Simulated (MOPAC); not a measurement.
**Geometry relaxation of CH$_{4}$OSi (charge +1) (part 2 of 2)**

CH$_{4}$OSi, charge +1, multiplicity 2; PM6-D3H4, unrestricted, dispersion D3H4, COSMO solvent dmso (MOPAC 23.2.5). The starting geometry was optimised with PM6-D3H4.

Geometry of the input (Å):
```
C  -0.5709  -0.2374  -0.7246
O  -0.0221  -1.1567  0.3728
Si 0.5402  0.4546  0.5780
H  -1.6719  -0.2219  -0.6566
H  -0.2145  -0.5999  -1.7031
H  -0.0330  1.2357  1.6577
H  1.9412  0.7010  0.2941
```

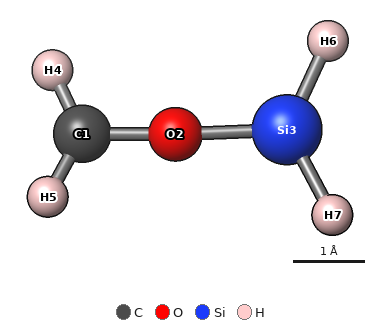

Figure 1. The geometry at step 22 of the log (ball-and-stick view, seen at a tilt; atoms are numbered from 1 in the order of the input).

## Trajectory as extended XYZ, continued
```
7
Properties=species:S:1:pos:R:3:forces:R:3 step=9 energy=4.33781
C    -0.8477   -0.6953   -0.9375    0.5417   0.0238  -0.2188
O    -0.0588   -0.7218    0.1613   -0.3954   0.1383  -0.4548
Si    0.7962    0.4547    0.9394   -0.3437   0.0461  -0.1400
H    -1.8532   -0.3416   -0.7868   -0.0305  -0.2151   0.0205
H    -0.2888   -0.8190   -1.8740   -0.3759  -0.1493   0.3331
H    -0.0620    1.3193    1.6734    0.0081   0.1252   0.3762
H     1.9761    0.8031    0.2499    0.5957   0.0311   0.0838
7
Properties=species:S:1:pos:R:3:forces:R:3 step=10 energy=4.27794
C    -0.8515   -0.7127   -0.9458   -0.3748  -0.0730  -0.5807
O    -0.0752   -0.6504    0.1302    0.1339   0.2447   0.0623
Si    0.8186    0.4476    0.9604   -0.4684  -0.2255  -0.3716
H    -1.8916   -0.4294   -0.8129    0.1942  -0.1771   0.0950
H    -0.3440   -0.9042   -1.8858   -0.0592  -0.1124   0.1914
H    -0.0343    1.2889    1.6877   -0.1819   0.3166   0.6008
H     2.0027    0.8195    0.3149    0.7562   0.0267   0.0027
7
Properties=species:S:1:pos:R:3:forces:R:3 step=11 energy=4.19678
C    -0.8665   -0.7418   -0.9691   -0.2409  -0.0194   0.2204
O    -0.0852   -0.5672    0.1084   -0.2504   0.0796  -0.6729
Si    0.8361    0.4376    0.9775   -0.3938   0.0632  -0.3780
H    -1.9176   -0.5149   -0.8347    0.1536  -0.0866   0.1803
H    -0.3917   -0.9892   -1.8966    0.2691  -0.1250   0.0433
H    -0.0071    1.2704    1.7419   -0.0924   0.1733   0.5406
H     2.0480    0.8304    0.3707    0.5548  -0.0852   0.0663
7
Properties=species:S:1:pos:R:3:forces:R:3 step=12 energy=4.08363
C    -0.8694   -0.7583   -0.9876   -0.5815  -0.1719   0.2328
O    -0.1089   -0.4955    0.0721    0.0573   0.0909  -0.5614
Si    0.8383    0.4417    0.9709   -0.0438   0.8268   0.1760
H    -1.9241   -0.6179   -0.8316   -0.1451   0.0526   0.1614
H    -0.4351   -1.1012   -1.8922    0.5543  -0.1096  -0.1251
H     0.0379    1.2520    1.8879    0.2790  -0.3743  -0.0665
H     2.1458    0.8136    0.4604   -0.1202  -0.3145   0.1828
7
Properties=species:S:1:pos:R:3:forces:R:3 step=13 energy=4.03826
C    -0.9025   -0.7962   -1.0045    0.2650   0.0268   0.6203
O    -0.1114   -0.4189    0.0207   -0.1038   0.1004  -0.7287
Si    0.8595    0.4466    0.9958   -0.6530   0.4149  -0.3425
H    -1.9548   -0.6927   -0.8358   -0.1312   0.1073   0.2424
H    -0.4635   -1.1920   -1.9004    0.4260   0.0633   0.1920
H     0.0659    1.2274    1.9493    0.2967  -0.4022  -0.1166
H     2.1894    0.8031    0.5424   -0.0997  -0.3106   0.1331
7
Properties=species:S:1:pos:R:3:forces:R:3 step=14 energy=3.96097
C    -0.9175   -0.8011   -1.0026    0.3927  -0.0995   0.3959
O    -0.0969   -0.4056   -0.0211    0.0876   0.3433  -0.1845
Si    0.8434    0.4678    0.9824   -0.3145   0.2788  -0.1580
H    -1.9595   -0.7104   -0.7828   -0.1771   0.0644   0.0672
H    -0.4498   -1.2289   -1.8721    0.1140   0.0615   0.0649
H     0.0944    1.1894    2.0145    0.1974  -0.3617  -0.2372
H     2.2307    0.7480    0.6268   -0.3000  -0.2868   0.0517
7
Properties=species:S:1:pos:R:3:forces:R:3 step=15 energy=3.92459
C    -0.9243   -0.8083   -0.9963    0.2138  -0.0833   0.4227
O    -0.0791   -0.3790   -0.0479   -0.1961   0.2339  -0.2721
Si    0.8304    0.4800    0.9715    0.1635   0.1188  -0.0956
H    -1.9762   -0.7294   -0.7449    0.2378   0.0250  -0.0507
H    -0.4474   -1.2566   -1.8531   -0.0443   0.0658   0.0466
H     0.1170    1.1389    2.0305   -0.0850  -0.1202   0.0074
H     2.2438    0.6995    0.6967   -0.2896  -0.2400  -0.0584
7
Properties=species:S:1:pos:R:3:forces:R:3 step=16 energy=3.91041
C    -0.9261   -0.8129   -0.9876    0.2366  -0.0708   0.2713
O    -0.0727   -0.3732   -0.0592   -0.1158   0.3311  -0.0240
Si    0.8267    0.4884    0.9660    0.0148  -0.0357  -0.0897
H    -1.9732   -0.7271   -0.7375    0.1364   0.0078  -0.0256
H    -0.4404   -1.2528   -1.8392   -0.0831  -0.0343  -0.1019
H     0.1172    1.1137    2.0389   -0.1296  -0.0370   0.0761
H     2.2338    0.6673    0.7112   -0.0593  -0.1610  -0.1061
7
Properties=species:S:1:pos:R:3:forces:R:3 step=17 energy=3.89726
C    -0.9250   -0.8354   -0.9798    0.1350  -0.0055   0.2116
O    -0.0755   -0.3122   -0.0894   -0.2737   0.0820  -0.1879
Si    0.8244    0.5028    0.9569    0.0627  -0.0037   0.2466
H    -1.9772   -0.7710   -0.7298    0.2324   0.0499   0.0249
H    -0.4529   -1.3071   -1.8241    0.0007   0.0175  -0.0075
H     0.1367    1.0486    2.0976   -0.0915  -0.0468  -0.0919
H     2.2497    0.5893    0.7709   -0.0657  -0.0934  -0.1957
7
Properties=species:S:1:pos:R:3:forces:R:3 step=18 energy=3.88495
C    -0.9139   -0.8397   -0.9733   -0.0972  -0.0402   0.0161
O    -0.0818   -0.3062   -0.0855    0.0127   0.2007   0.0126
Si    0.8235    0.5053    0.9589   -0.1032  -0.1625   0.0338
H    -1.9649   -0.7610   -0.7319    0.1201   0.0020   0.0124
H    -0.4471   -1.2994   -1.8256    0.0460  -0.0131  -0.0045
H     0.1266    1.0356    2.0897   -0.0925   0.0425   0.0652
H     2.2339    0.5623    0.7341    0.1142  -0.0294  -0.1355
7
Properties=species:S:1:pos:R:3:forces:R:3 step=19 energy=3.87744
C    -0.9104   -0.8530   -0.9698    0.0778   0.1242   0.1337
O    -0.0856   -0.2791   -0.0943   -0.0289   0.0751  -0.0622
Si    0.8221    0.5075    0.9642   -0.0966  -0.2317  -0.0996
H    -1.9546   -0.7663   -0.7328   -0.0661  -0.0105   0.0370
H    -0.4430   -1.3120   -1.8188    0.1033  -0.0416  -0.0303
H     0.1229    1.0170    2.1040   -0.0378   0.0641   0.0809
H     2.2333    0.5250    0.7087    0.0483   0.0203  -0.0596
7
Properties=species:S:1:pos:R:3:forces:R:3 step=20 energy=3.87471
C    -0.9059   -0.8523   -0.9676   -0.0116   0.0251  -0.0056
O    -0.0877   -0.2724   -0.0953    0.0336   0.0852  -0.0190
Si    0.8195    0.5057    0.9649    0.0183  -0.1673  -0.0376
H    -1.9504   -0.7681   -0.7320   -0.0872  -0.0121   0.0252
H    -0.4384   -1.3183   -1.8161    0.0870  -0.0043   0.0241
H     0.1205    1.0161    2.1101    0.0077   0.0407   0.0292
H     2.2339    0.5145    0.6915   -0.0478   0.0326  -0.0164
7
Properties=species:S:1:pos:R:3:forces:R:3 step=21 energy=3.87088
C    -0.9053   -0.8526   -0.9675    0.0048   0.0274   0.0112
O    -0.0882   -0.2631   -0.0981   -0.0333   0.0194  -0.0646
Si    0.8197    0.4994    0.9693    0.0323  -0.1067  -0.0453
H    -1.9518   -0.7728   -0.7325   -0.0389  -0.0051   0.0187
H    -0.4332   -1.3260   -1.8112    0.0672   0.0179   0.0506
H     0.1177    1.0230    2.1091    0.0335   0.0186   0.0157
H     2.2316    0.5171    0.6761   -0.0656   0.0283   0.0136
7
Properties=species:S:1:pos:R:3:forces:R:3 step=22 energy=3.86942
C    -0.9056   -0.8514   -0.9675   -0.0100   0.0130   0.0260
O    -0.0885   -0.2554   -0.1023   -0.0700  -0.0083  -0.0478
Si    0.8200    0.4921    0.9721    0.0069  -0.0118   0.0032
H    -1.9541   -0.7778   -0.7302    0.0176   0.0004  -0.0001
H    -0.4254   -1.3322   -1.8020    0.0360   0.0122   0.0216
H     0.1162    1.0313    2.1084    0.0651  -0.0201  -0.0250
H     2.2279    0.5237    0.6668   -0.0456   0.0147   0.0221
7
Properties=species:S:1:pos:R:3:forces:R:3 step=23 energy=3.86897
C    -0.9060   -0.8516   -0.9670   -0.0135   0.0056   0.0152
O    -0.0892   -0.2510   -0.1054   -0.0672  -0.0118  -0.0230
Si    0.8203    0.4905    0.9724   -0.0122   0.0041   0.0021
H    -1.9549   -0.7815   -0.7284    0.0326   0.0024  -0.0052
H    -0.4229   -1.3359   -1.7980    0.0214   0.0096   0.0140
H     0.1182    1.0299    2.1084    0.0540  -0.0193  -0.0139
H     2.2268    0.5241    0.6703   -0.0151   0.0094   0.0108
7
Properties=species:S:1:pos:R:3:forces:R:3 step=24 energy=3.86847
C    -0.9061   -0.8526   -0.9665   -0.0304  -0.0083  -0.0030
O    -0.0924   -0.2441   -0.1097   -0.0168   0.0118   0.0373
Si    0.8205    0.4897    0.9709   -0.0256   0.0127   0.0196
H    -1.9541   -0.7870   -0.7252    0.0105  -0.0014  -0.0172
H    -0.4181   -1.3414   -1.7908    0.0116  -0.0069  -0.0195
H     0.1248    1.0236    2.1112    0.0272  -0.0115   0.0004
H     2.2265    0.5213    0.6803    0.0234   0.0036  -0.0176
7
Properties=species:S:1:pos:R:3:forces:R:3 step=25 energy=3.86832
C    -0.9057   -0.8532   -0.9666   -0.0180  -0.0036  -0.0052
O    -0.0937   -0.2428   -0.1092   -0.0146   0.0020   0.0294
Si    0.8208    0.4896    0.9713   -0.0162   0.0082   0.0046
H    -1.9535   -0.7874   -0.7271   -0.0039  -0.0013  -0.0131
H    -0.4175   -1.3425   -1.7909    0.0156  -0.0008  -0.0083
H     0.1258    1.0232    2.1118    0.0257  -0.0089   0.0059
H     2.2271    0.5206    0.6784    0.0114   0.0044  -0.0133
7
Properties=species:S:1:pos:R:3:forces:R:3 step=26 energy=3.86786
C    -0.9030   -0.8546   -0.9683    0.0019   0.0039  -0.0104
O    -0.1023   -0.2405   -0.1029    0.0246  -0.0189  -0.0002
Si    0.8219    0.4886    0.9714    0.0305   0.0132  -0.0187
H    -1.9506   -0.7862   -0.7395   -0.0733  -0.0040  -0.0039
H    -0.4108   -1.3448   -1.7902    0.0355   0.0122   0.0159
H     0.1331    1.0242    2.1140    0.0222  -0.0083   0.0154
H     2.2293    0.5219    0.6673   -0.0416   0.0019   0.0018
7
Properties=species:S:1:pos:R:3:forces:R:3 step=27 energy=3.86768
C    -0.9031   -0.8550   -0.9683    0.0095   0.0057  -0.0125
O    -0.1035   -0.2400   -0.1024    0.0171  -0.0173   0.0036
Si    0.8221    0.4888    0.9711    0.0249   0.0113  -0.0157
H    -1.9515   -0.7862   -0.7422   -0.0638  -0.0040  -0.0032
H    -0.4081   -1.3453   -1.7887    0.0278   0.0108   0.0154
H     0.1357    1.0231    2.1155    0.0183  -0.0079   0.0156
H     2.2290    0.5220    0.6673   -0.0338   0.0015  -0.0033
7
Properties=species:S:1:pos:R:3:forces:R:3 step=28 energy=3.86577
C    -0.8992   -0.8611   -0.9719    0.0263   0.0506  -0.0203
O    -0.1342   -0.2329   -0.0821   -0.0138  -0.0427  -0.0170
Si    0.8263    0.4892    0.9659   -0.0455   0.0271   0.0567
H    -1.9628   -0.7801   -0.8054    0.1052  -0.0108   0.0007
H    -0.3536   -1.3517   -1.7634   -0.0815  -0.0001   0.0367
H     0.1845    1.0123    2.1417   -0.0101  -0.0193  -0.0101
H     2.2234    0.5237    0.6380    0.0194  -0.0048  -0.0466
7
Properties=species:S:1:pos:R:3:forces:R:3 step=29 energy=3.86482
C    -0.9009   -0.8567   -0.9698    0.0063   0.0108  -0.0281
O    -0.1172   -0.2407   -0.0904    0.0086   0.0001   0.0125
Si    0.8234    0.4895    0.9686    0.0068   0.0131   0.0170
H    -1.9568   -0.7797   -0.7753   -0.0004  -0.0009   0.0036
H    -0.3815   -1.3450   -1.7766   -0.0154  -0.0151   0.0001
H     0.1579    1.0199    2.1271    0.0077  -0.0113   0.0093
H     2.2249    0.5231    0.6475   -0.0136   0.0033  -0.0143
7
Properties=species:S:1:pos:R:3:forces:R:3 step=30 energy=3.86477
C    -0.9003   -0.8570   -0.9701    0.0020   0.0163  -0.0270
O    -0.1184   -0.2395   -0.0899    0.0022  -0.0045   0.0097
Si    0.8236    0.4896    0.9688    0.0039   0.0075   0.0091
H    -1.9569   -0.7799   -0.7777    0.0086  -0.0039   0.0050
H    -0.3802   -1.3469   -1.7758   -0.0128  -0.0087   0.0068
H     0.1596    1.0190    2.1290    0.0108  -0.0120   0.0077
H     2.2245    0.5220    0.6447   -0.0147   0.0054  -0.0113
7
Properties=species:S:1:pos:R:3:forces:R:3 step=31 energy=3.86061
C    -0.8959   -0.8584   -0.9731   -0.0353   0.0292  -0.0043
O    -0.1303   -0.2322   -0.0836    0.0023  -0.0391  -0.0339
Si    0.8246    0.4899    0.9697   -0.0148  -0.0049  -0.0110
H    -1.9573   -0.7806   -0.7989    0.0527  -0.0009   0.0054
H    -0.3657   -1.3604   -1.7661   -0.0066   0.0183   0.0450
H     0.1763    1.0128    2.1429    0.0194  -0.0182  -0.0042
H     2.2205    0.5170    0.6231   -0.0177   0.0156   0.0030
7
Properties=species:S:1:pos:R:3:forces:R:3 step=32 energy=3.86068
C    -0.8966   -0.8576   -0.9727   -0.0164   0.0168  -0.0169
O    -0.1287   -0.2337   -0.0845    0.0060  -0.0204  -0.0105
Si    0.8240    0.4900    0.9695   -0.0055  -0.0037  -0.0077
H    -1.9567   -0.7798   -0.7976    0.0265   0.0015   0.0087
H    -0.3660   -1.3595   -1.7650   -0.0097   0.0070   0.0255
H     0.1758    1.0128    2.1424    0.0152  -0.0165  -0.0007
H     2.2201    0.5176    0.6240   -0.0162   0.0153   0.0016
7
Properties=species:S:1:pos:R:3:forces:R:3 step=33 energy=3.86072
C    -0.8972   -0.8559   -0.9733    0.0013   0.0020  -0.0128
O    -0.1270   -0.2360   -0.0849    0.0103   0.0029   0.0111
Si    0.8230    0.4904    0.9692    0.0051  -0.0040  -0.0037
H    -1.9555   -0.7783   -0.7961   -0.0128   0.0072   0.0097
H    -0.3668   -1.3606   -1.7622   -0.0032  -0.0102  -0.0087
H     0.1769    1.0121    2.1425    0.0037  -0.0124   0.0090
H     2.2186    0.5193    0.6250   -0.0044   0.0145  -0.0046
7
Properties=species:S:1:pos:R:3:forces:R:3 step=34 energy=3.86040
C    -0.8971   -0.8549   -0.9742    0.0025  -0.0085  -0.0047
O    -0.1272   -0.2372   -0.0841    0.0101   0.0093   0.0086
Si    0.8228    0.4905    0.9692    0.0064  -0.0042  -0.0015
H    -1.9555   -0.7769   -0.7975   -0.0130   0.0096   0.0061
H    -0.3661   -1.3629   -1.7606   -0.0054  -0.0068  -0.0109
H     0.1790    1.0118    2.1439    0.0008  -0.0136   0.0086
H     2.2177    0.5210    0.6233   -0.0014   0.0143  -0.0062
7
Properties=species:S:1:pos:R:3:forces:R:3 step=35 energy=3.86046
C    -0.8971   -0.8548   -0.9745    0.0008  -0.0016   0.0057
O    -0.1269   -0.2375   -0.0840    0.0031   0.0020  -0.0030
Si    0.8227    0.4906    0.9693    0.0055  -0.0036   0.0008
H    -1.9557   -0.7760   -0.7973   -0.0058   0.0083   0.0031
H    -0.3665   -1.3640   -1.7605   -0.0051  -0.0051  -0.0070
H     0.1792    1.0115    2.1443    0.0004  -0.0142   0.0076
H     2.2174    0.5217    0.6232    0.0012   0.0141  -0.0071
```

## Key numbers

```json
{"quantity": "outcome", "value": "converged"}
{"quantity": "heat of formation", "value": "89.02 kcal/mol"}
{"quantity": "basis functions", "value": "21"}
{"quantity": "largest force", "value": "0.017 eV/Å"}
{"quantity": "⟨S²⟩", "value": "0.752"}
{"quantity": "hardware", "value": "1 thread of Arm Neoverse V2, 24 GiB of memory available, shared host"}
{"quantity": "peak memory", "value": "0.12 GiB"}
```

## Notes

Notes on the run: TRUST RADIUS NOW LESS THAN  0.00010 OPTIMIZATION TERMINATING. MOPAC's energies along a path are heats of formation.
